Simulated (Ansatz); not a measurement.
```csv
atom,x (Å),y (Å),z (Å)
F,-0.7452,-1.3575,1.3772
F,2.2744,-1.0415,0.1652
In,0.4440,-0.3884,0.1765
S,-0.3369,1.4234,-1.1315
H,-1.5866,1.2902,-0.6288
```

Geometry: PBE0-D4/def2-SVP; core potentials replace the inner electrons of In.

Computed with Ansatz 0.2.0, isolated molecule in a Gaussian basis; Kohn-Sham density functional theory, functional PBE0.

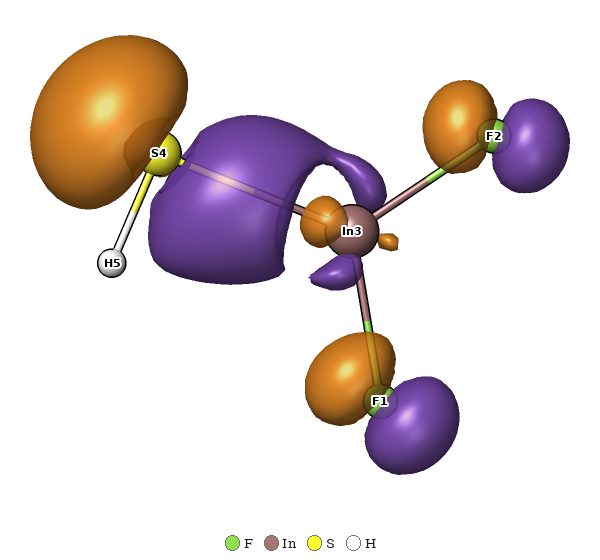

F$_{2}$HInS. The HOMO−1 at ±0.15 Å⁻³ᐟ² (orange and purple are the two phases), seen across its widest extent.

> What is the character of this orbital?

It lies mainly on S4 (about 50 %), F1 (about 20 %), In3 (about 15 %) and F2 (about 10 %); it is symmetric in the molecular plane (an in-plane orbital: σ, lone-pair or in-plane π type); largely a combination of lone pairs on S4, F1 and F2. Its energy is −9.80 eV.
